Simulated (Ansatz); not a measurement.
The relaxed structure here is a generated cell of CdGeAs2: the first start was made by a random draw of sites in a space group, and the end was not matched to a known phase here, so it may be hypothetical.

One stationary structure of CdGeAs$_{2}$. Calculation: PBE (plane waves to 420 eV, PAW, scalar-relativistic; Ansatz, a first-principles code).

```cif
data_As4Cd2Ge2
_chemical_formula_sum 'As4 Cd2 Ge2'
_space_group_name_H-M_alt 'P 1'
_space_group_IT_number 1
_cell_length_a 4.81403
_cell_length_b 5.54330
_cell_length_c 8.91080
_cell_angle_alpha 98.585
_cell_angle_beta 98.986
_cell_angle_gamma 102.077
loop_
_space_group_symop_operation_xyz
  'x, y, z'
loop_
_atom_site_label
_atom_site_type_symbol
_atom_site_fract_x
_atom_site_fract_y
_atom_site_fract_z
_atom_site_occupancy
As1 As 0.91758 0.53610 0.20316 1
As2 As 0.18180 0.18924 0.57941 1
As3 As 0.66458 0.38231 0.93341 1
As4 As 0.57645 0.53242 0.55236 1
Cd1 Cd 0.42232 0.90165 0.82647 1
Cd2 Cd 0.48383 0.75485 0.27954 1
Ge1 Ge 0.77163 0.23197 0.37303 1
Ge2 Ge 0.99801 0.49360 0.75523 1
```

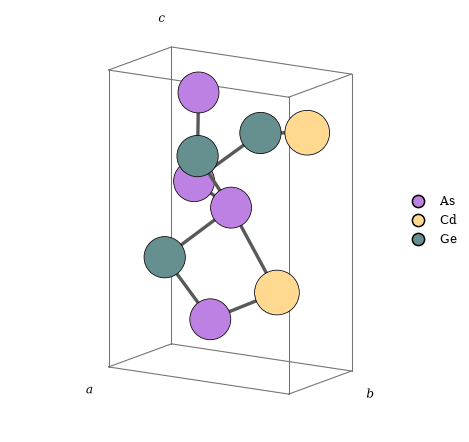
Figure. The conventional cell of the relaxed structure

| Item | Value |
|---|---|
| Volume per atom | 28.20 Å³ |
| Band gap | 0.29 eV, indirect (valence top at Y, conduction bottom at 20 % of the way from Γ to Z) (no spin-orbit coupling) |
| Smallest direct gap | 0.52 eV at Γ |
| Shortest distances | As–As 2.46 Å; As–Ge 2.48 Å; Cd–Ge 2.63 Å; As–Cd 2.64 Å |
| k-mesh | 7×6×4 |

Band energies at high-symmetry points (eV from the VBM; labels of this space group; no spin-orbit coupling), from −5 eV up to 5.3 eV:

| point | energies |
|---|---|
| Γ | -3.88 -3.48 -3.09 -2.90 -2.31 -2.22 -1.61 -1.57 -1.36 -0.22 0.29 1.32 1.93 2.19 3.00 3.32 3.43 3.64 3.82 4.49 5.24 |
| X | -3.67 -3.38 -3.17 -2.97 -2.34 -2.25 -1.63 -1.42 -1.04 -0.64 0.97 1.23 1.73 2.00 2.55 3.45 3.53 3.65 4.02 4.66 4.97 |
| Y | -4.32 -3.33 -3.23 -3.00 -2.44 -1.88 -1.60 -1.10 -0.57 0.00 1.09 1.63 1.71 1.97 3.04 3.27 3.73 4.33 4.51 4.58 4.94 |
| Z | -4.84 -3.42 -3.37 -2.86 -2.63 -2.18 -1.96 -1.32 -0.67 -0.09 0.99 1.14 1.36 2.15 2.91 3.12 3.92 4.31 4.65 4.94 |
| R2 | -4.89 -4.14 -4.02 -3.74 -2.52 -2.05 -1.52 -1.06 -0.40 -0.14 1.22 1.63 2.06 3.42 3.66 3.96 4.14 4.35 4.91 |
| T2 | -4.72 -4.14 -3.55 -3.33 -2.95 -2.39 -1.81 -1.61 -0.20 -0.05 1.15 2.19 2.67 3.01 3.45 3.65 4.13 4.57 4.98 5.17 |
| U2 | -4.60 -4.06 -3.51 -3.00 -2.28 -1.85 -1.69 -1.03 -0.74 -0.31 0.81 1.22 1.65 2.46 2.56 3.20 3.50 3.97 4.32 4.73 5.21 |
| V2 | -4.32 -4.02 -2.84 -2.62 -2.00 -1.72 -1.41 -1.14 -0.72 -0.18 0.68 1.39 2.04 2.12 2.75 3.31 3.59 3.92 4.56 4.86 5.11 5.28 |

No spin polarisation in the result.

It was reached from a disturbed copy of a P4₂/mmc (No. 131) cell, against which it lies -0.78 eV/atom.
